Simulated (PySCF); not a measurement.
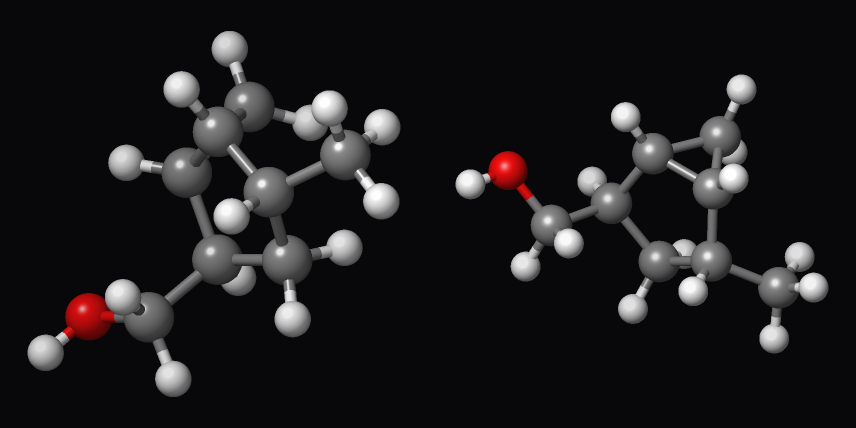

Two views of one molecule. Colours: carbon grey, oxygen red, hydrogen white.

The geometry was computed by an optimisation with GFN2-xTB. No frequency run is at hand to confirm it as a minimum.

Identify the structure.

The molecule is C₈H₁₄O. As SMILES it reads `C[C@@H]1C[C@@H](CO)[C@@H]2C[C@@H]21`. Independent rings (smallest set): 1 of 3 members, 1 of 5 members. Among its groups: alcohol. The point group is C1. Coordination, clear cases only: 5 C tetrahedral; 1 O bent.

More results for the same structure follow; atom numbers are the same in all pictures, views and colours differ.

Dipole moment

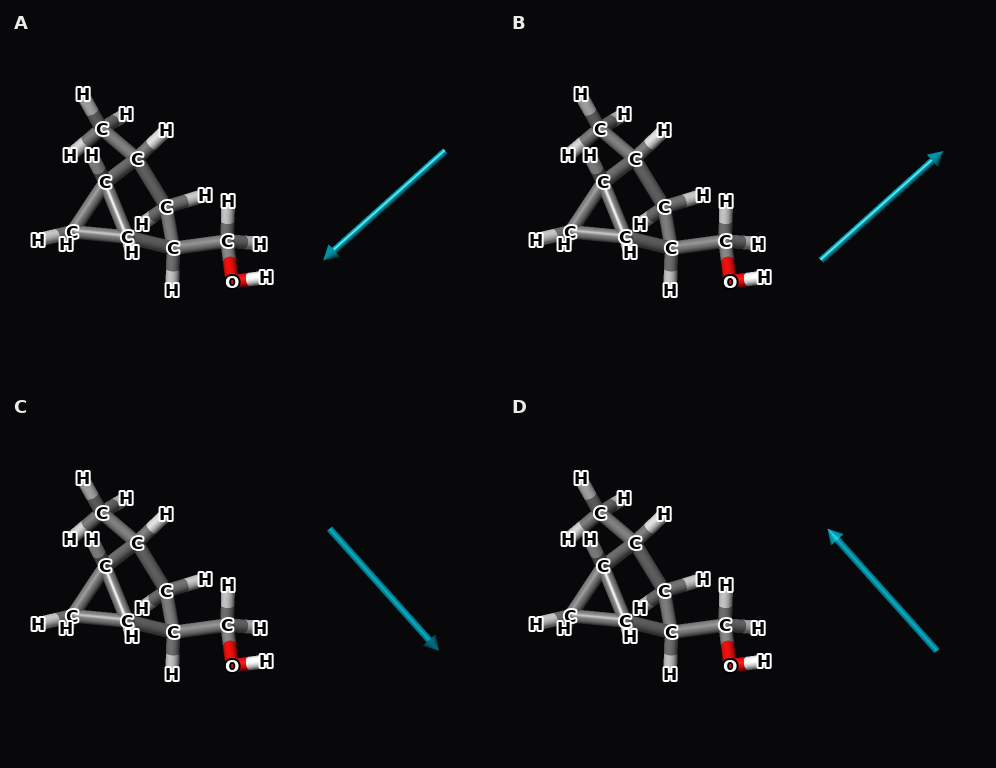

The same molecule four times, each with an arrow. No frequency run is at hand to confirm it as a minimum. Properties computed with PBE0/pcSseg-1, gas phase (PySCF 2.14.0).

**Which arrow points along the dipole moment, from the negative to the positive end?**

B. The dipole moment is 1.69 D.

NMR shielding

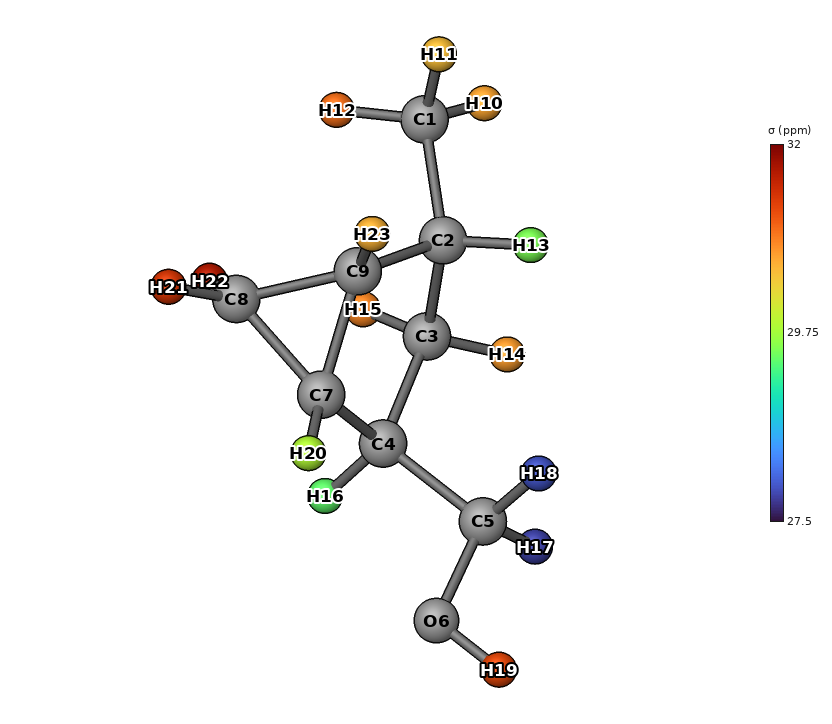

Atoms are coloured by their isotropic NMR shieldings (H only, the others grey). No frequency run is at hand to confirm it as a minimum. Method: GIAO PBE0/pcSseg-1 NMR shielding, non-relativistic, gas phase (PySCF 2.14.0).

Give the isotropic NMR shieldings of the H atoms atom by atom.

```
atom  σ (ppm)
 H10    30.64
 H11    30.46
 H12    30.96
 H13    29.55
 H14    30.69
 H15    30.81
 H16    29.43
 H17    27.83
 H18    27.93
 H19    31.21
 H20    29.85
 H21    31.36
 H22    31.65
 H23    30.55
```

Quadrupole coupling

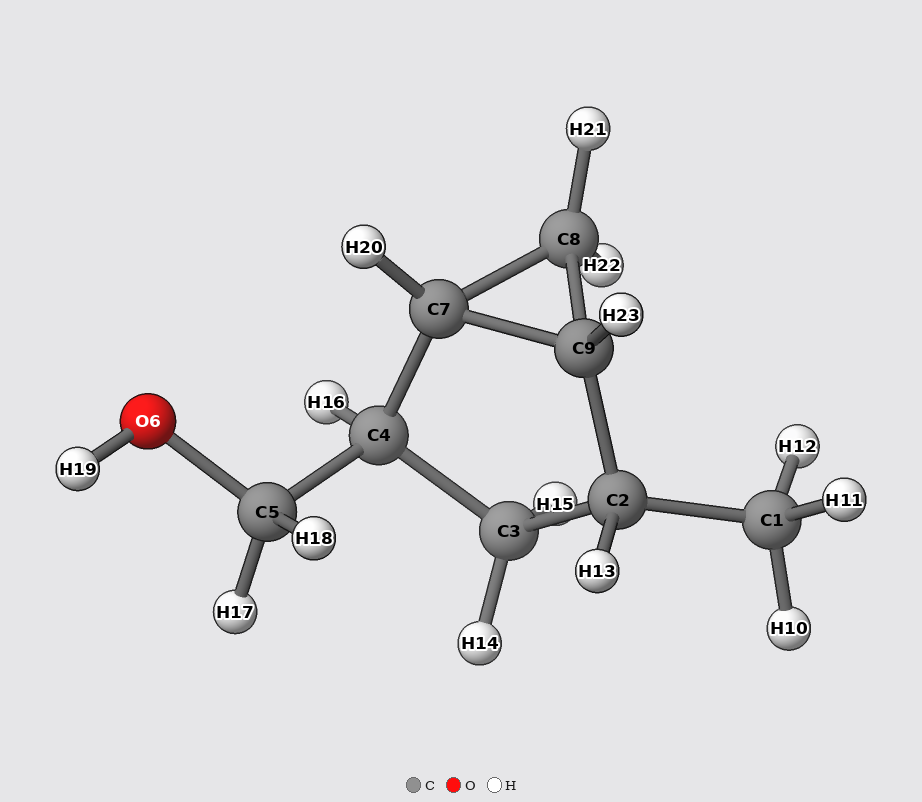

No frequency run is at hand to confirm it as a minimum. Electric field gradients from the ground-state density, PBE0/pcSseg-1 (PySCF 2.14.0), non-relativistic apart from any core potentials.

Give the largest field-gradient component, the quadrupole coupling constant and the asymmetry for 17O at O6 (Q = −25.6 mb), 2H at H10 (Q = 2.86 mb), 2H at H11 (Q = 2.86 mb), 2H at H12 (Q = 2.86 mb), 2H at H13 (Q = 2.86 mb).

| atom | V_zz (a.u.) | e²qQ/h (MHz) | η |
| --- | --- | --- | --- |
| O6 | −2.033 | 12.23 | 0.86 |
| H10 | 0.316 | 0.213 | 0.01 |
| H11 | 0.316 | 0.213 | 0.02 |
| H12 | 0.316 | 0.212 | 0.02 |
| H13 | 0.296 | 0.199 | 0.01 |

Bond orders

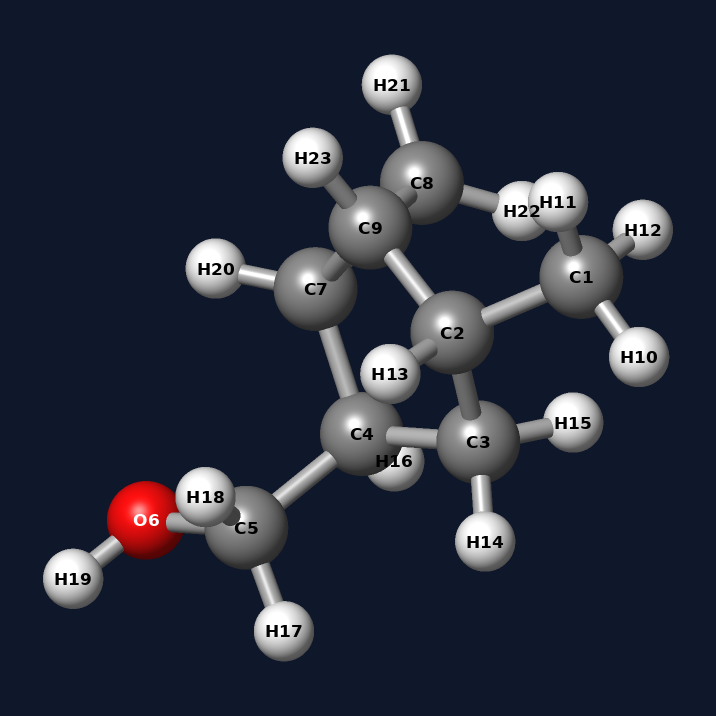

Every bond is drawn as one stick. No frequency run is at hand to confirm it as a minimum. Level of theory: PBE0/pcSseg-1 (PySCF 2.14.0).

List the Mayer bond orders of C1–C2, C2–C3, C2–C9, C3–C4, C4–C5, C4–C7, C5–O6, C7–C8, C7–C9, C8–C9 (bonds between heavy atoms, one of each equivalent set).

| bond | Mayer order | length (Å) |
| --- | --- | --- |
| C1–C2 | 1.04 | 1.525 |
| C2–C3 | 0.97 | 1.540 |
| C2–C9 | 1.00 | 1.517 |
| C3–C4 | 1.01 | 1.537 |
| C4–C5 | 1.01 | 1.531 |
| C4–C7 | 0.98 | 1.516 |
| C5–O6 | 0.97 | 1.412 |
| C7–C8 | 0.95 | 1.498 |
| C7–C9 | 0.93 | 1.499 |
| C8–C9 | 0.95 | 1.500 |
